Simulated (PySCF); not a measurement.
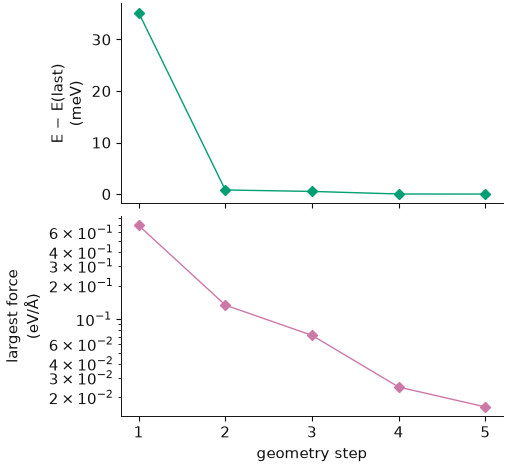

History of a geometry optimisation. The run: C$_{3}$H$_{2}$ClNSe (SMILES Clc1cnc[se]1), by PySCF, PBE0-D3(BJ)/def2-SVP, geometry optimisation.

The optimisation met its thresholds at geometry 5, counting the start as the first. The energy fell by about 35 meV from the first step to the last. The largest force goes from about 0.69 eV/Å at the start to 0.016 eV/Å at the end.
